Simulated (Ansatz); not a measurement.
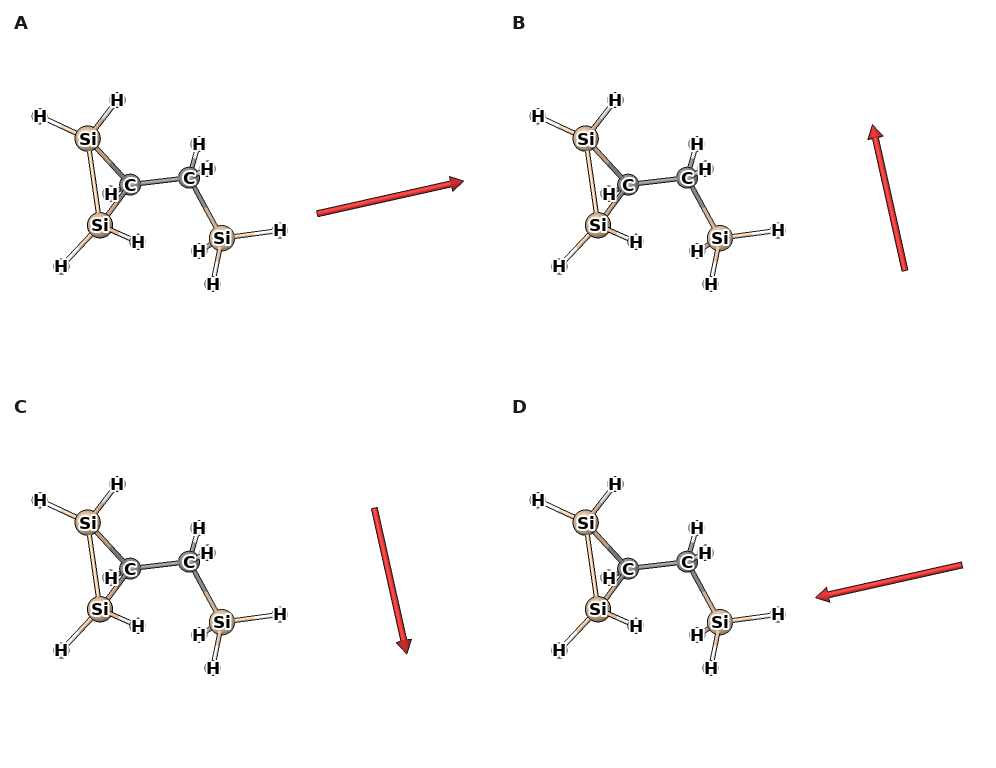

The same molecule four times, each with an arrow. Computed geometry: PBE-D4/def2-SVP optimisation. No frequency run is at hand to confirm it as a minimum. Level of theory: RKS PBE-D4/def2-SVP (Ansatz 0.2.0).

**Which arrow points along the dipole moment, from the negative to the positive end?**

B. The dipole moment is 0.60 D.
